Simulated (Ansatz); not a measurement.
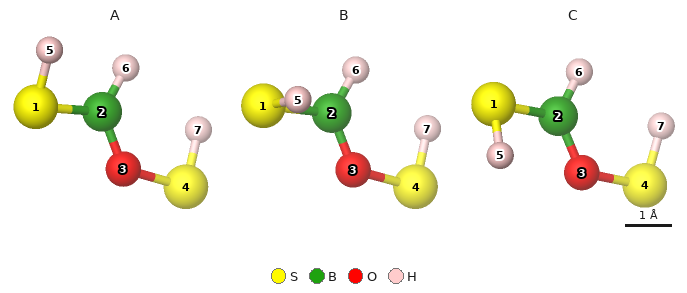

3 geometries from a converged minimum-energy path of BH$_{3}$S$_{2}$O, shuffled. A ball-and-stick model, seen from a free direction.

The calculation used RKS PBE-D4/def2-SVP in Ansatz. Settings: 5 movable images; climbing image; force threshold 0.05 eV/Å; iteration limit 60; starting path through a guess of the saddle point.

**Which of them lies highest in energy?**

B. In order along the path, whose images run from 0 to 6: C (image 1, +1.7 kcal/mol), B (image 3, +10.9 kcal/mol), A (image 5, +3.2 kcal/mol). The motion is a rotation about the S1–B2 bond by about 180°. No bond forms or breaks between the ends. Bond angles that change up to the highest image, for instance: S1–B2–H6 118.0° → 123.3°, B2–S1–H5 95.8° → 91.8°.
